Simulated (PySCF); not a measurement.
Input file:

```
{"job": {"kind": "nmr", "xc": "PBE0", "basis": "pcSseg-1", "pop": false}, "charge": 0, "multiplicity": 1}
C     -1.140300     1.364100     0.667500
O     -0.663400     0.113500     0.261500
C     -1.770200    -0.711900     0.002300
Al     0.970300    -0.714200     0.296100
H     -1.784200     1.254900     1.509700
H     -1.670500     1.778600    -0.236100
H     -0.176200     1.830300     0.747600
H     -2.317000    -0.814600     0.913200
H     -2.396100    -0.591500    -0.943100
H     -1.435600    -1.749000    -0.148100
H      1.937200     0.463200     0.789100
H      0.907000    -1.111300    -1.148300
H      0.633400    -1.783100     1.610000
```

Launched as:

```sh
OMP_NUM_THREADS=1 python probes_run.py task.json out
```

Geometry: GFN2-xTB, MD frame at 250 fs, 600 K.

The calculation used PBE0/pcSseg-1, SCF density, gas phase, non-relativistic in PySCF.

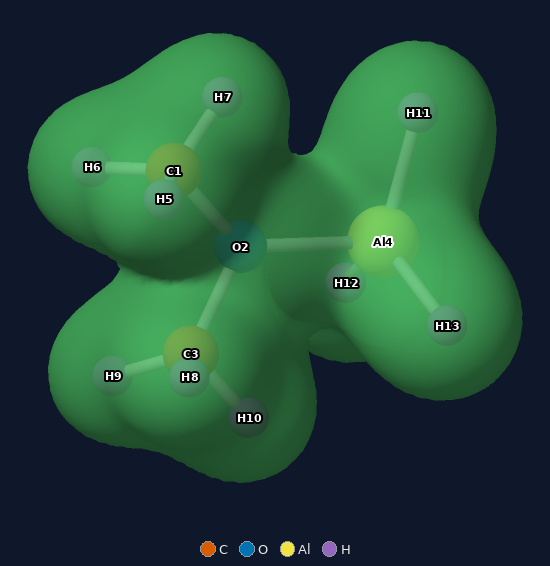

C₂H₉AlO (SMILES C[O+](C)[AlH3-]). Isosurface of the electron density at 0.1 e/Å³ (green), seen at a tilt.

Which contacts does the surface bridge?

Answer. At this value the surface is in one piece. It bridges the sampled C–O (1.40 Å), Al–O (1.83 Å), C–H (1.07 Å) and Al–H (1.50 Å) contacts, where the density stays above the isovalue. On the grid the lowest density along these lines, outside the cores, is 1.7 e/Å³ (C–O, 1.40 Å), 0.47 e/Å³ (Al–O, 1.83 Å), 2 e/Å³ (C–H, 1.07 Å) and 0.61 e/Å³ (Al–H, 1.50 Å).
